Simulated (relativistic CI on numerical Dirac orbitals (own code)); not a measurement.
Ti³⁺: relativistic CI calculation

Ti³⁺. Computed at this level: Dirac-Coulomb-Breit CI, KLI orbitals optimised for each configuration, model QED (radiative potential, 1s self-energy scaled to tabulated hydrogen-like ionisation energies), valence Slater integrals scaled by 0.8, multiplet model of photoemission in the sudden approximation in a parametric crystal field (relativistic CI on numerical Dirac orbitals, in-house).

### Input
```
atom Ti  Z=22  charge=3  electrons=19
nucleus A=48  rms_radius_fm=3.5921
hamiltonian dirac-coulomb  breit=on  qed=on  c_scale=1
orbitals kli  potential=per-configuration
slater_scale 0.8
correlation none
mixing on
configurations
  [Ar] 3d
  [He] 2s2 2p5 3s2 3p6 3d
end
photoemission 2p T=80 lorentz=0.5 gauss=0.6
crystal_field Oh 10Dq=40400
```

The program writes its results to a structured record and prints no log; tables and figures of this report are taken from that record.

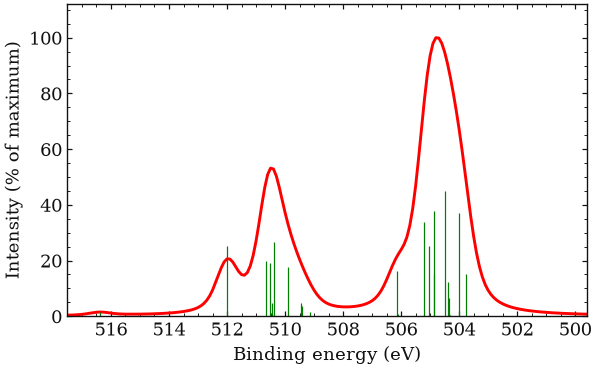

*2p photoemission of Ti³⁺, [Ar] 3d, in a field of Oh symmetry with 10Dq = 40,400 cm⁻¹. Sticks are the strongest transitions, on a scale of their own. Multiplet model: relativistic Dirac–Coulomb–Breit theory, one configuration a step, Slater integrals scaled by 0.8, 80 K, Voigt broadening (Lorentzian 0.5 eV, Gaussian 0.6 eV full widths), computed with a radial Dirac CI code.*

The main maxima lie at 504.8 eV (100), 510.5 eV (53) and 512.0 eV (21), heights in % of the largest; the centroid is at 506.7 eV. The ground state has S = 0.50.

### Results in brief

| quantity | value |
| --- | --- |
| outcome | converged |
| hardware | 1 CPU thread, shared host |

### Notes

Caveats: free-ion energies without screening by ligands, so binding energies differ from solids by tens of eV.
